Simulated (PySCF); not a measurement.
# C8H7PSe: what the fields show

```xyz
17

C     1.7796    3.2722   -0.0359
C     0.8075    2.6285   -0.3731
P    -0.5937    1.7217   -0.9599
Se   -0.9449    1.8214   -3.0162
C    -0.3675    0.0608   -0.2418
C    -0.4395   -1.0551   -1.0744
C    -0.2868   -2.3294   -0.5295
C    -0.0664   -2.4829    0.8378
C     0.0050   -1.3630    1.6686
C    -0.1444   -0.0880    1.1315
H     2.6426    3.8415    0.2623
H    -1.6102    2.2799   -0.1334
H    -0.6164   -0.9076   -2.1443
H    -0.3414   -3.2065   -1.1785
H     0.0521   -3.4827    1.2623
H     0.1797   -1.4849    2.7402
H    -0.0786    0.7904    1.7800
```

Geometry: PBE0-D3(BJ)/def2-SVP.

Level of theory: B3LYP/def2-SVPD, SCF density, gas phase (PySCF 2.14.0).

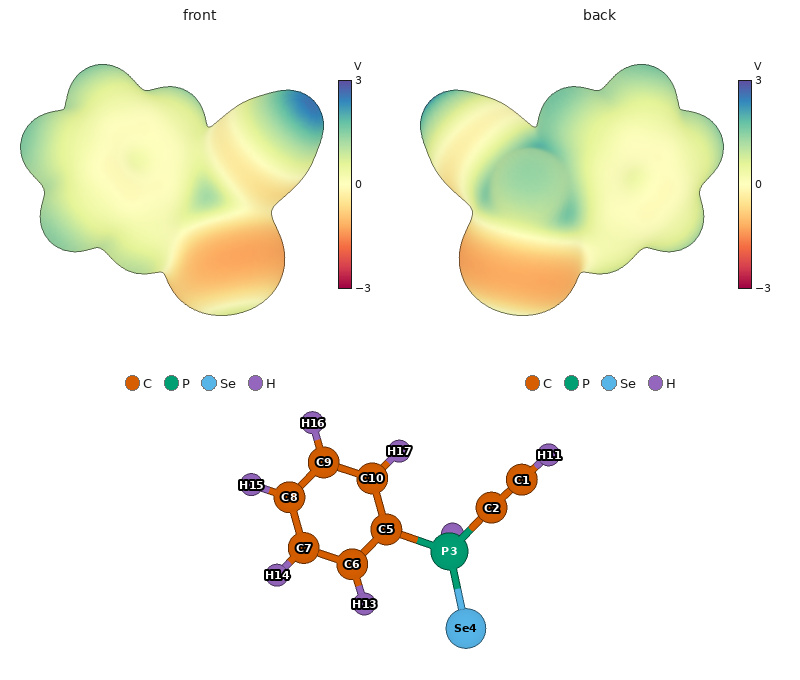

Figure 1. The molecular electrostatic potential painted on the density surface at 0.004 e/bohr³, seen from the front and from behind; the colour scale runs from red (negative) to blue (positive). The bare structure is drawn below in the same view.

Q: Where is the surface potential most negative and most positive?

A: The most negative region (about −1.3 V) lies over Se4, the most positive (about +2.5 V) over H11.

Q: How polar is the molecule by this calculation?

A: Its dipole moment is 4.60 D.

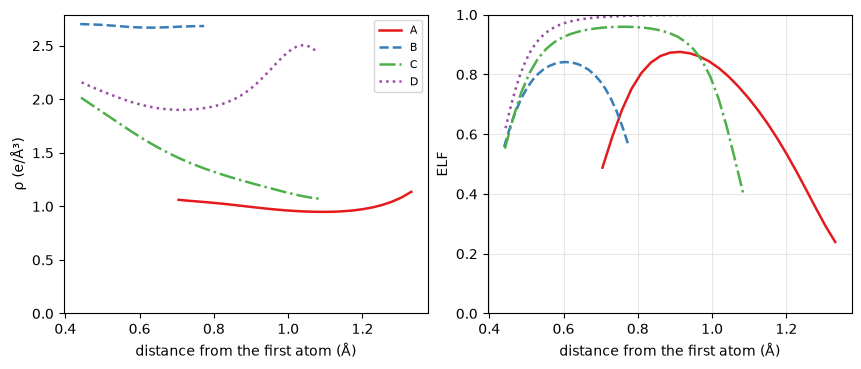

Figure 2. Total electron density and electron localisation function along straight lines between neighbouring atoms. The curves leave out the atomic cores.

Q: Which curve belongs to which contact (C–C, C–H, C–P and P–Se)? The first atom named is at distance zero.

A: Curve A: P–Se (2.09 Å): ρ is about 0.95 e/Å³ halfway; the ELF peaks at about 0.90 between the atoms; a covalent bond. Curve B: C–C (1.21 Å): ρ at the midpoint is about 2.7 e/Å³; the ELF peaks at about 0.85 between the atoms; a short, multiple covalent bond. Curve C: C–P (1.77 Å): ρ is about 1.2 e/Å³ halfway; the ELF peaks at about 0.95 between the atoms (a shared electron pair). Curve D: C–H (1.08 Å): ρ at the midpoint is about 2 e/Å³; the ELF climbs to about 1 towards the hydrogen, as it does in any bond to H (an ordinary covalent bond to hydrogen).
